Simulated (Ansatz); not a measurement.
H5NSi···H2

```xyz
9

Si   -0.7445   -0.0709    0.9717
H     2.9235    0.1308   -1.1354
H    -0.0407   -1.2868    1.4540
H    -2.1625   -0.1620    1.4322
H    -0.1556    1.1491    1.5809
H     2.1798    0.1149   -1.0499
N    -0.5155    0.0294   -0.7326
H    -0.7777    0.8736   -1.2166
H    -0.7070   -0.7781   -1.3043
```

The product side of a reaction path; geometry: PBE0-D4/def2-TZVP.

Computed with RKS PBE0-D4/def2-TZVPP in Ansatz 0.2.0.

**What can the converged electron density and electron localisation function tell about the bonding?**

Si–N (1.72 Å): the density is about 1.1 e/Å³ at the midpoint; the ELF peaks at about 0.90 between the atoms (a polar covalent bond).
N–H (1.01 Å): the density is about 2.9 e/Å³ at the midpoint; the ELF climbs to about 1 towards the hydrogen, as it does in any bond to H: an ordinary covalent bond to hydrogen.
Si–H (1.49 Å): ρ at the midpoint is about 0.81 e/Å³; the ELF climbs to about 1 towards the hydrogen.

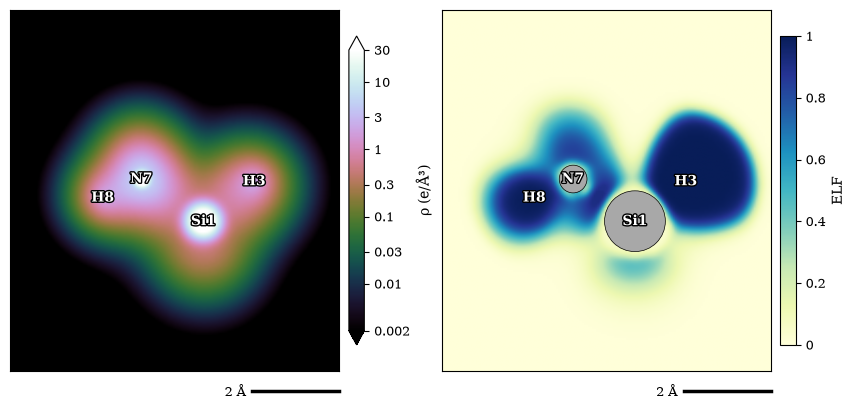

Computed electron density and electron localisation function on the plane of atoms H3, Si1 and N7, in this order. Grey discs cover the atomic cores in the ELF map. 
